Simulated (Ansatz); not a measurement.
# V_Mg-V_H in MgH2 (P4_2/mnm): charge-transition levels and formation energies, part 2 of 2

Wanted: the transition levels of a complex in MgH2 (P4_2/mnm), from a cell of 72 host atoms with 1 Mg and 1 H taken out.

Ansatz; place-levels on PBEsol runs: charge-transition levels and formation energies with image-charge correction and potential alignment at the atomic sites.

So far: Starting point; What was run first.

## 3. Levels against the band edges, PBEsol

A charged cell interacts with its images and the background, and its potential has another zero than the host's. place-levels removes the first by a point-charge model, screened by the static dielectric constant since the ions have relaxed around the charge, and the second by comparing potentials at atoms far from the defect.

The host is a run of the defect-free crystal in the same cutoffs, grids and k-points, so that basis and sampling errors cancel in part in the differences. Its band edges come from a run of the primitive cell that searches the zone for them. The host is run in a cell of 18 atoms on a matching mesh. Chemical potentials are energies per atom of Mg (hcp) and H (H2 molecule), run with the same functional and cutoff.

Input file levels.point.yaml:

```yaml
host:
  run: host.point.run
  levels_from: { run: edges.point.run }
states: [qm2_M1.point.run, qm1.point.run, qm1_M2.point.run, q0_M1.point.run, qp1.point.run, qp1_M2.point.run]
geometry_from:
  qm2_M1.point.run: qm2_M1.relax.run
  qm1.point.run: qm1.relax.run
  qm1_M2.point.run: qm1_M2.relax_smeared.run
  q0_M1.point.run: q0_M1.relax_smeared.run
  qp1.point.run: qp1.relax_smeared.run
  qp1_M2.point.run: qp1_M2.relax.run
  host.point.run: host.relax.run
chemical_potentials:
  Mg:
    energy: -1912.053531
    dataset: "<sha256 of the dataset>"
  H:
    energy: -15.609288
    dataset: "<sha256 of the dataset>"
epsilon: [4.16, 4.16, 4.21]
static_epsilon: [11.89, 11.89, 8.5]
vertical:
  - { from: qm2_M1.point.run, to: qm2_M1.point_neutral.run }
  - { from: qm1.point.run, to: qm1.point_neutral.run }
  - { from: qm1_M2.point.run, to: qm1_M2.point_neutral.run }
  - { from: qp1.point.run, to: qp1.point_neutral.run }
  - { from: qp1_M2.point.run, to: qp1_M2.point_neutral.run }
```

Command:

```sh
> ansatz place-levels levels.point.yaml -- --threads 4 --pin off --max-ram 7536MiB
```

What it wrote:

```text
[... repeated set-up lines and file paths are left out, and long positions are rounded to six places ...]
(+1/0) 2.847 eV above the valence edge, 0.627 eV under the conduction edge; not on the lower envelope
(0/-1) 1.295 eV above the valence edge, 2.179 eV under the conduction edge; not on the lower envelope
(-1/-2) 3.624 eV above the valence edge, in the conduction band
(+1/-1) 2.071 eV above the valence edge, 1.403 eV under the conduction edge: charges between them are lowest nowhere
formation energy of charge +1: +1.098 eV with the Fermi level at the valence edge
formation energy of charge 0: +3.944 eV with the Fermi level at the valence edge
formation energy of charge -1: +5.239 eV with the Fermi level at the valence edge
formation energy of charge -2: +8.864 eV with the Fermi level at the valence edge
vertical -2 to 0: no energy, since no alignment is typed
  the change from vertical[0].from (qm2_M1.point.run) to vertical[0].to (qm2_M1.point_neutral.run): by its potential at epsilon [4.16, 4.16, 4.21] it stands at 0.657 0.656 0.666, with an rms radius of about 3.5 Å (2.1 2.1 1.8 Å across the planes of the cell's [...]
vertical -1 to 0: no energy, since no alignment is typed
  the change from vertical[1].from (qm1.point.run) to vertical[1].to (qm1.point_neutral.run): by its potential at epsilon [4.16, 4.16, 4.21] it stands at 0.443 0.441 0.667, with an rms radius of about 4.2 Å (2.4 2.4 2.5 Å across the planes of the cell's [...]
vertical -1 to 0: no energy, since no alignment is typed
  the change from vertical[2].from (qm1_M2.point.run) to vertical[2].to (qm1_M2.point_neutral.run): by its potential at epsilon [4.16, 4.16, 4.21] it stands at 0.649 0.661 0.642, with an rms radius of about 2.9 Å (2.1 1.6 1.2 Å across the planes of the cell's [...]
vertical +1 to 0: no energy, since no alignment is typed
  the change from vertical[3].from (qp1.point.run) to vertical[3].to (qp1.point_neutral.run): by its potential at epsilon [4.16, 4.16, 4.21] it stands at 0.452 0.478 0.678, with an rms radius of about 3.6 Å (2.5 2.3 1.2 Å across the planes of the cell's [...]
vertical +1 to 0: no energy, since no alignment is typed
  the change from vertical[4].from (qp1_M2.point.run) to vertical[4].to (qp1_M2.point_neutral.run): by its spins about the atoms it stands at 0.443 0.341 0.607, with an rms radius of about 3.0 Å (1.9 1.6 1.6 Å across the planes of the cell's vectors); [...]
  edges by pbesol of host.levels_from (edges.point.run), its mesh sampled to repeats of 26.86 Å (the valence edge +0.038 eV and the conduction edge -0.229 eV from those of the host's own run), gap 3.473 eV; the host is sampled to repeats of 25.33 Å
  the defect's cells are sampled to repeats of 25.33 Å, like sampling
  charge +1: -44726.6984 eV with its correction of -0.177 eV, at epsilon [11.89, 11.89, 8.5], aligned at sites: -0.3892 eV, mean over 36 atomic sites at or beyond 4.48 Å from the defect at [0.5761, 0.5761, 0.6667], with -0.022980 for the charge's moments and [...]
  charge 0: +0.000 eV for its dipole among its images, +0.036 omitted
  charge -1: -44718.5515 eV with its correction of +0.508 eV, at epsilon [11.89, 11.89, 8.5], aligned at sites: -0.2966 eV, mean over 36 atomic sites at or beyond 4.48 Å from the defect at [0.5761, 0.5761, 0.6667], with +0.000000 for the charge's moments and [...]
  charge -2: -44712.9244 eV with its correction of +1.352 eV, at epsilon [11.89, 11.89, 8.5], aligned at sites: -0.2525 eV, mean over 36 atomic sites at or beyond 4.48 Å from the defect at [0.5761, 0.5761, 0.6667], with +0.000000 for the charge's moments and [...]
  charge +1: states[5] (qp1_M2.point.run) stands 1.971 eV higher, with a moment of 2.00 μB against 0.00
  charge -1: states[2] (qm1_M2.point.run) stands 2.069 eV higher, with a moment of 2.00 μB against 0.00
  of states[4] (qp1.point.run): it parts from the run at its places by a charge that spreads by about 2.5 Å along one vector (1.6 Å or more is wide), by its potential at epsilon [4.16, 4.16, 4.21], taken for that of held ions (one typed too small widens it), [...]
  of states[3] (q0_M1.point.run): its displacements don't fall off away from the defect: farther atoms stand 0.049 Å off the host's places. [...]
  of states[1] (qm1.point.run): it parts from the run at its places by a charge that spreads by about 2.5 Å along one vector (1.6 Å or more is wide), by its potential at epsilon [4.16, 4.16, 4.21], taken for that of held ions (one typed too small widens it), [...]
  of states[0] (qm2_M1.point.run): it parts from the run at its places by a charge that spreads by about 2.1 Å along one vector (1.6 Å or more is wide), by its potential at epsilon [4.16, 4.16, 4.21], taken for that of held ions (one typed too small widens [...]
  of states[5] (qp1_M2.point.run): it parts from the run at its places by a charge that spreads by about 1.9 Å along one vector (1.6 Å or more is wide), by the spins about the atoms, where the cell does not tell a trapped carrier from a band state. [...]
  of states[2] (qm1_M2.point.run): it parts from the run at its places by a charge that spreads by about 2.1 Å along one vector (1.6 Å or more is wide), by its potential at epsilon [4.16, 4.16, 4.21], taken for that of held ions (one typed too small widens [...]
  of vertical[0].from (qm2_M1.point.run): it parts from the run at its places by a charge that spreads by about 2.1 Å along one vector (1.6 Å or more is wide), by its potential at epsilon [4.16, 4.16, 4.21], taken for that of held ions (one typed too small [...]
  vertical[0].to (qm2_M1.point_neutral.run): levels filled in part (TS 0.002 eV): its energy is of no whole electron's
  of vertical[1].from (qm1.point.run): its displacements don't fall off away from the defect: farther atoms stand 0.043 Å off the host's places. [...]
  vertical[1].to (qm1.point_neutral.run): levels filled in part (TS 0.007 eV): its energy is of no whole electron's
  of vertical[1].to (qm1.point_neutral.run): its displacements don't fall off away from the defect: farther atoms stand 0.043 Å off the host's places. [...]
  of vertical[2].from (qm1_M2.point.run): its displacements don't fall off away from the defect: farther atoms stand 0.03 Å off the host's places. [...]
  of vertical[2].to (qm1_M2.point_neutral.run): its displacements don't fall off away from the defect: farther atoms stand 0.03 Å off the host's places. [...]
  of vertical[3].from (qp1.point.run): its displacements don't fall off away from the defect: farther atoms stand 0.084 Å off the host's places. [...]
  of vertical[3].to (qp1.point_neutral.run): its displacements don't fall off away from the defect: farther atoms stand 0.084 Å off the host's places. [...]
  of vertical[4].from (qp1_M2.point.run): its displacements don't fall off away from the defect: farther atoms stand 0.067 Å off the host's places. [...]
  of vertical[4].to (qp1_M2.point_neutral.run): its displacements don't fall off away from the defect: farther atoms stand 0.067 Å off the host's places. [...]
```

The job ended after 0.69 s (4 threads of Arm Neoverse V1, shared host).

Levels between the charges placed, in eV above the valence top:

```csv
,gap (eV),(+1/0),(0/−1),(−1/−2)
PBEsol,3.47,2.85,1.29,3.62
```

Corrections by state:

| charge | moment (μB) | image terms and alignment (eV) | band filling (eV) | ε used | over the lowest of its charge, as the program ranks them, band filling apart (eV) |
| --- | --- | --- | --- | --- | --- |
| +1 | 0.0 | -0.177 | - | principal values (8.50, 11.89, 11.89) | 0.000 |
| 0 | 1.0 | 0.000 | - | - | 0.000 |
| −1 | 0.0 | 0.508 | - | principal values (8.50, 11.89, 11.89) | 0.000 |
| −2 | 1.0 | 1.352 | - | principal values (8.50, 11.89, 11.89) | 0.000 |
| +1 | 2.0 | -0.131 | - | principal values (8.50, 11.89, 11.89) | 1.971 |
| −1 | 2.0 | 0.503 | - | principal values (8.50, 11.89, 11.89) | 2.069 |

The charged structures listed were also run neutral, and place-levels reads from each pair, by the potential or the spins, how wide the charge is by which they differ; that can be the carrier of either run.

```
charge  rms radius (Å)  spread where it is widest against the cell (Å)  wide from (Å)  reading
    +1             3.6                                            2.50           1.55     wide
    −1             4.2                                            2.48           1.56     wide
    −2             3.5                                            2.10           1.55     wide
```

The neutral runs of these pairs need not share the spin of the lowest neutral state, and very wide values only mean spread over the cell.

From the program's caveats on the states, each cut to its opening words:

- charge +1, −1: it parts from the run at its places by a charge that spreads by about 2.5 Å along one vector (1.6 Å or more is wide), by its potential at epsilon [4.16, 4.16, [...]
- charge +1: its alignment with the host at atomic sites is doubtful: a part of the defect, H at [0.3478, 0.3478, 0.6667], stands 2.89 Å off the defect's place or the [...]
- charge +1: its alignment with the host at atomic sites is doubtful: the mean over the far sites moves by +0.0538 eV from their farther parts to their nearer, more than [...]
- charge +1: its displacements don't fall off away from the defect: farther atoms stand 0.084 Å off the host's places
- charge 0 (1 μB): its displacements don't fall off away from the defect: farther atoms stand 0.049 Å off the host's places
- charge −1: its displacements don't fall off away from the defect: farther atoms stand 0.043 Å off the host's places
- charge −2 (1 μB), −1 (2 μB): it parts from the run at its places by a charge that spreads by about 2.1 Å along one vector (1.6 Å or more is wide), by its potential at epsilon [4.16, 4.16, [...]
- charge +1 (2 μB): it parts from the run at its places by a charge that spreads by about 1.9 Å along one vector (1.6 Å or more is wide), by the spins about the atoms, where the [...]
- charge +1 (2 μB): its displacements don't fall off away from the defect: farther atoms stand 0.067 Å off the host's places
- charge −1 (2 μB): the far atoms show a dipole or second moment of the defect's charge, for which the correction takes or leaves out 0.055 eV: further moments aren't read, and [...]
- charge −1 (2 μB): its displacements don't fall off away from the defect: farther atoms stand 0.03 Å off the host's places

The host's formation energy from the elements is -0.207 eV per atom; it sets how far the chemical potentials can move.

Limit set by the element alone; other compounds of these elements are not counted. Chemical potentials from the elements' reference states: H 0.00 eV, Mg -0.62 eV. Formation energy by charge state (H-rich; gap 3.47 eV):

```csv
charge,at valence top (eV),at conduction bottom (eV),correction included (eV)
+1,0.48,3.95,-0.18
0,3.32,3.32,0.00
−1,4.62,1.14,0.51
−2,8.24,1.29,1.35
```

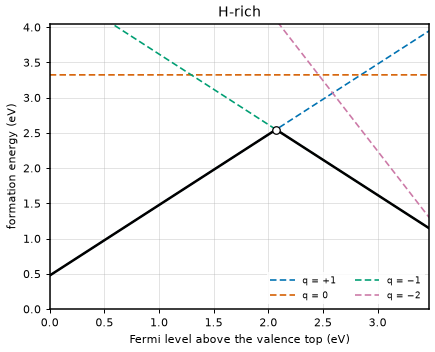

Formation energy against Fermi level; the thick line follows the lowest charge state and circles mark the transition levels.

Limit set by the element alone; other compounds of these elements are not counted. Chemical potentials from the elements' reference states: Mg 0.00 eV, H -0.31 eV. Formation energy by charge state (Mg-rich; gap 3.47 eV):

```
charge  at valence top (eV)  at conduction bottom (eV)  correction included (eV)
    +1                 0.79                       4.26                     -0.18
     0                 3.63                       3.63                      0.00
    −1                 4.93                       1.45                      0.51
    −2                 8.55                       1.61                      1.35
```

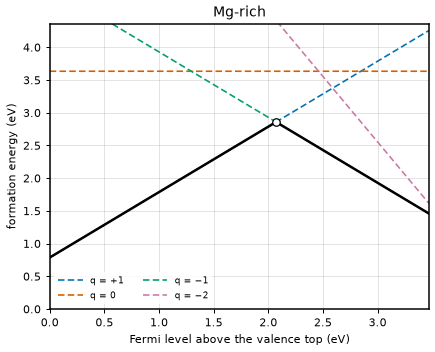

Formation energy against Fermi level; the thick line follows the lowest charge state and circles mark the transition levels.

## 4. Results

| Property | Result |
| --- | --- |
| gap of the host | 3.47 eV (PBEsol) |
| level (plus 1/0) | 2.85 eV above the valence top, not a change between lowest states |
| level (0/minus 1) | 1.29 eV above the valence top, not a change between lowest states |
| level (minus 1/minus 2) | 3.62 eV above the valence top, past the conduction bottom |
| level (plus 1/minus 1) | 2.07 eV above the valence top |
| lowest of the charges placed, just above the valence top (0.02 eV) | +1 |
| lowest of the charges placed, just below the conduction bottom (0.02 eV) | −1 |
| lowest formation energy at mid-gap of the charges run, H-rich | 2.21 eV |
| lowest formation energy at mid-gap of the charges run, Mg-rich | 2.52 eV |

What this shows: Of the charges placed (−2, −1, 0 and +1), the lowest changes at 2.07 eV (+1/−1) above the valence top, in a gap of 3.47 eV. (+1/−1) passes over charge 0, which lies 0.78 eV above the two there; a lower structure or spin state of it, if missed, would change that. Charges above +1 were not placed, so these runs say nothing of levels that involve them. States placed: +1 at 0 μB and 2 μB; 0 at 1 μB; −1 at 0 μB and 2 μB; −2 at 1 μB. Other spin states or structures, where not listed, weren't placed. The program doubts the alignment of potentials for at least one state, a sign that the cell is small. What this leaves open: the images are only 9.0 Å apart; PBEsol makes the gap too small and tends to spread out bound carriers.

[Logs are printed without paths, hosts, clocks, repeated set-up lines and the standing remarks that a program may print on its own settings, such as how far it seeks lower states.]

[Hosts, paths, dates, database ids (printed as entryN), source tags and the programs' standing remarks are cut or masked in the printed files.]

[Where a table of states has a column of steps, it counts the stored structures, which are thinned; the runs took as many ionic steps or more.]

[A defect's name tells the site on which it was built; relaxed atoms can leave that site.]

[For some hosts the program warned that the k-mesh of the response run may be too coarse for force constants and the static dielectric constant; such warnings are not shown here.]
